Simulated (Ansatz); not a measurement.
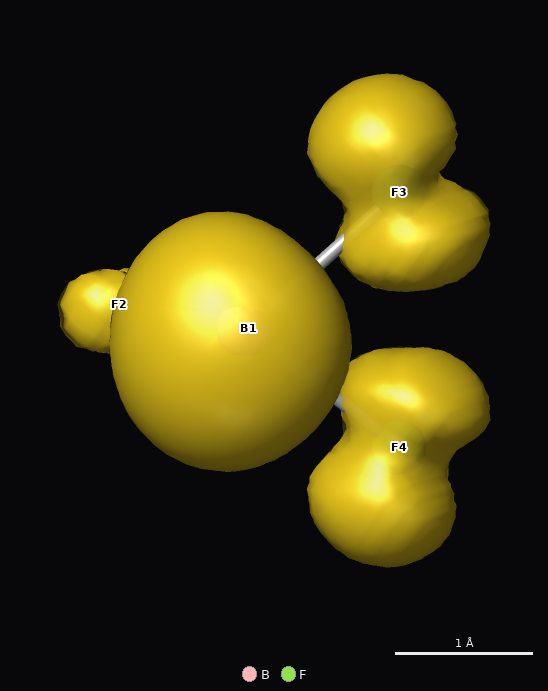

Figure. BF3 (SMILES FB(F)F) (triplet). Isosurfaces of the spin density at +0.08 (yellow) and −0.08 e/Å³ (cyan), seen at a tilt.

Geometry: PBE0-D3(BJ)/def2-SVP.

All numbers below come from isolated molecule in a Gaussian basis; Kohn-Sham density functional theory, functional PBE0 (Ansatz 0.2.0).

Describe the spin distribution.

Answer. The unpaired spin (2 electrons) lies mostly on B1 (about 0.8), F3 (about 0.6) and F4 (about 0.6), in electrons by Hirshfeld's partition. Only one sign reaches the isovalue.
